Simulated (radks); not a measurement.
Run report: O, atomic calculation

- system: the neutral oxygen atom in the configuration [He] 2s2 2p4 (2p1/2: 2, 2p3/2: 2).
- method: Dirac Kohn-Sham, PBEsol, spin-unpolarised, spherical densities, point nucleus (the in-house radial solver radks)

### Key numbers

```
                       quantity                      value
                        outcome                  converged
                   total energy         −74.749752 hartree
                 kinetic energy          74.621394 hartree
        electron–nucleus energy        −177.748545 hartree
                 Hartree energy          36.386740 hartree
    exchange–correlation energy          −8.009340 hartree
radius at density 0.001 e/bohr³                  3.28 bohr
                 SCF iterations                         14
                       hardware  1 CPU thread, shared host
```

### The input
```
Z 8
configuration [He] 2s2 2p4
relativity Dirac
functional pbe_sol,pbe_sol
spin unpolarised
j_filling energy
nucleus point
c 137.035999084
```

Energies in input and log are in hartree, lengths in bohr.

### The program's output
```
1s1/2   1   2.0000         -18.84292943
2s1/2   1   2.0000          -0.87475022
2p1/2   1   2.0000          -0.33049763
2p3/2   1   2.0000          -0.32915973
Etot -74.7497517444754
Ekin 74.62139393891503
Encl -177.74854530281618
Eh 36.38673956863353
Exc -8.009339949207781
err 1.821662041692974e-09
it 14
```

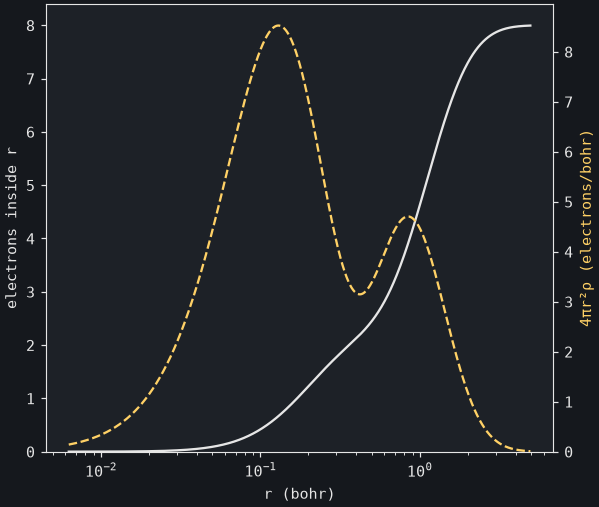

The number of electrons inside radius r (solid) and the radial density 4πr²ρ (dashed). The count levels off at 8 electrons. Half of them lie within 0.864 bohr, 90 % within 1.92 bohr and 99 % within 3.29 bohr. The radial density has a minimum at 0.419 bohr, where the count stands at 2.2; this parts the shells that the density resolves.

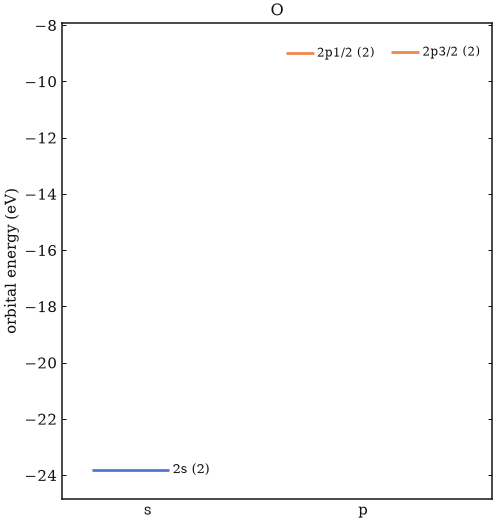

The outer levels are drawn by angular momentum (occupations in brackets, the lower j at the left of each column). The highest occupied level is 2p3/2 at −8.96 eV. From the top down the occupied levels run 2p3/2 (−8.96 eV), 2p1/2 (−8.99 eV), 2s (−23.8 eV). Spin-orbit splittings: 2p 0.0364 eV. The measured ionisation energy (NIST) is 13.6 eV; minus the highest level, 8.96 eV, lies 34 % below it, as is usual for a semilocal functional, whose potential decays too fast.

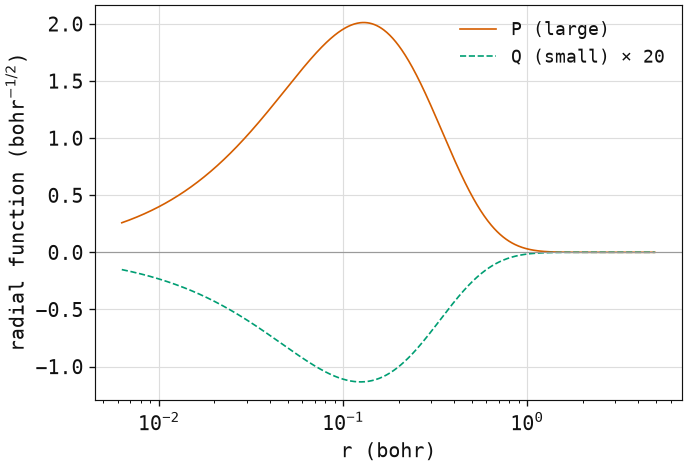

The large and small radial components of one occupied spinor. It is 1s1/2. The spinor has κ = −1: the large component has l = 0 and 0 radial nodes, the small one has l = 1. The small component carries 0.077 % of the norm; ⟨r⟩ = 0.200 bohr and the eigenvalue is −512.7 eV. The nodes of P give n − l − 1 and its extent picks the shell; Q has as many nodes as P for κ < 0 and one more for κ > 0.
